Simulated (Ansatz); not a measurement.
## Profile along the Li–H line in LiH (rock salt)

LiH (rock salt)

```
LiH
1.0
    0.00000     1.98998     1.98998
    1.98998     0.00000     1.98998
    1.98998     1.98998     0.00000
Li H
1 1
Direct
  0.00000   0.00000   0.00000
  0.50000   0.50000   0.50000
```

Fields along a shortest Li–H line of a {100} plane (1.99 Å), from Li to H, interpolated on the slice's grid (step about 0.1 Å). Method: PBEsol (plane waves to 420 eV, PAW, scalar-relativistic; Ansatz, an electronic-structure program). k mesh 14×14×14. Inside the PAW spheres the values are not all-electron values, and peaks at nuclei hang on which shells count as valence. LiH was relaxed with its symmetry unable to fall.

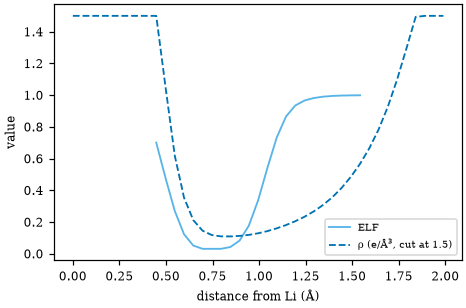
Fig. 1. ELF (away from the nuclei) and valence density from Li to H.

Density on the Li–H line (1.99 Å) at its density minimum, 0.8 Å from Li: 0.11 e/Å³. ELF at that point: 0.0. Character of the Li–H contact (rough rule: ELF there above 0.7 covalent, below 0.2 ionic, polar between): closed-shell (ionic).
